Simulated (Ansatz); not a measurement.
Base system: SiSe₂ (space group Ibam, No. 72; a = 6.6170 Å, b = 11.2717 Å, c = 5.9327 Å; made of chains).

It is then changed as follows: every Si is replaced by C, then cell and atoms are relaxed.

Calculations: Kohn–Sham DFT with the PBE functional, run in Ansatz (a quantum-chemistry and plane-wave program) with PAW and 420 eV plane waves, without spin-orbit coupling, earlier PAW set.

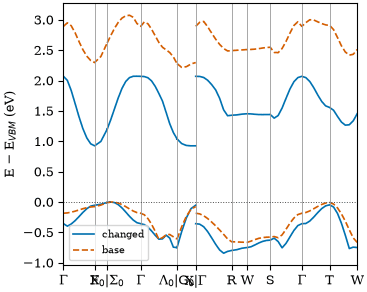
Figure. Highest valence and lowest conduction band along the path, each from its own valence-band maximum

**Question.** From the figure, how large is the changed gap, and is it direct?

**Answer.** About 0.92 eV, indirect, Σ₀–Γ (11 % along) → X.

Whether these cells are dynamically stable was not tested. As relaxed here, Se2C is a hypothetical phase, not in the database extracts checked. No dispersion term is included, though the crystal is made of layers, chains or molecules, so its spacings can come out too wide.
